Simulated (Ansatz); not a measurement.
**F3H3O3W: density, localisation and related maps**

```xyz
10

F    -1.4142    0.0778    1.3314
F     0.4268    1.6568    0.8334
F     1.3093   -0.6046    1.2138
O    -0.9778   -1.3646   -0.6927
O    -1.5653    1.3533   -1.1688
O     0.9700    0.3444   -1.4381
W    -0.4976    0.4056   -0.2852
H    -1.3913   -1.9790   -0.0760
H     1.3445    0.2499    1.6024
H     1.7957   -0.1397   -1.3203
```

Geometry: PBE0-D4/def2-SVP; core potentials replace the inner electrons of W.

All numbers below come from isolated molecule in a Gaussian basis; Kohn-Sham density functional theory, functional PBE0 (Ansatz).

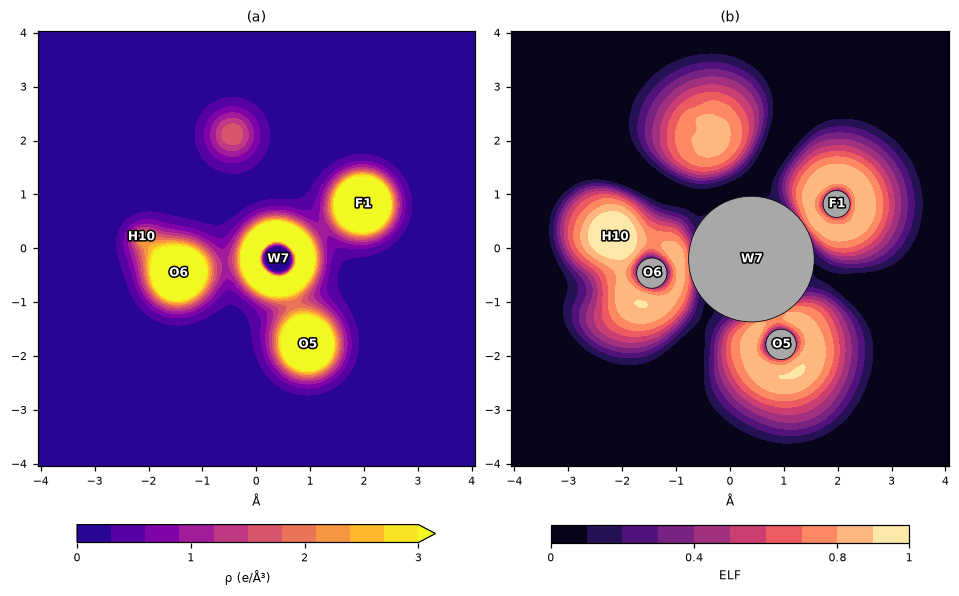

Figure 1. (a) electron density; (b) electron localisation function on the plane of atoms W7, O6 and H10. Grey discs cover the atomic cores in the ELF map.

Question: What does the map show?

Answer: Atoms in the plane: F, O, W and H.
W–O (1.68 Å): ρ is about 2 e/Å³ halfway; the ELF peaks at about 0.75 in the valence shell of O, 0.5 Å from its nucleus, and drops to about 0.40 between the two atoms.
W–F (1.89 Å): ρ is about 1 e/Å³ halfway; the ELF peaks at about 0.85 in the valence shell of F, 0.5 Å from its nucleus, and drops to about 0.25 between the two atoms.
W–O (1.87 Å): ρ is about 1.2 e/Å³ halfway; the ELF peaks at about 0.85 in the valence shell of O, 0.5 Å from its nucleus, and drops to about 0.25 between the two atoms.
O–H (0.96 Å): ρ is about 3.7 e/Å³ halfway; the ELF climbs to about 1 towards the hydrogen, as it does in any bond to H: a covalent bond by its length.

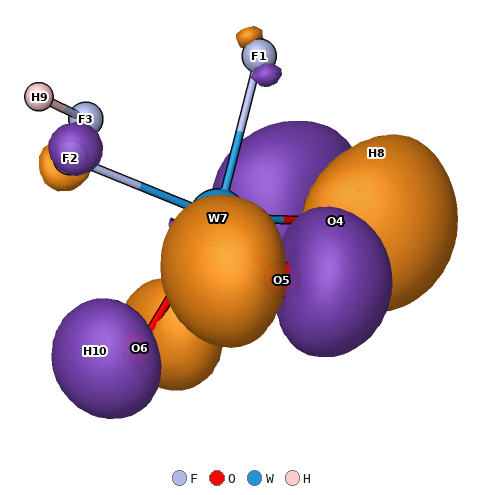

Figure 2. The HOMO at ±0.1 Å⁻³ᐟ² (orange and purple are the two phases), seen across its widest extent.

Question: Describe this orbital and give its energy.

Answer: Its weight (Hirshfeld) is mainly on O4 (about 50 %), O5 (about 25 %) and O6 (about 10 %); largely a combination of lone pairs on O4, O5 and O6. Its energy is −9.96 eV.

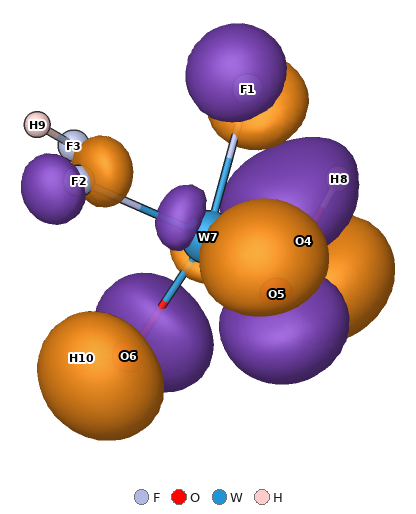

Figure 3. The HOMO−1 at ±0.1 Å⁻³ᐟ² (orange and purple are the two phases), seen across its widest extent.

Question: Describe this orbital and give its energy.

Answer: It lies mainly on O4 (about 35 %), O6 (about 20 %), O5 (about 20 %), F1 (about 10 %) and W7 (about 10 %); largely a combination of lone pairs on O4, O6, O5 and F1. Its energy is −10.20 eV.
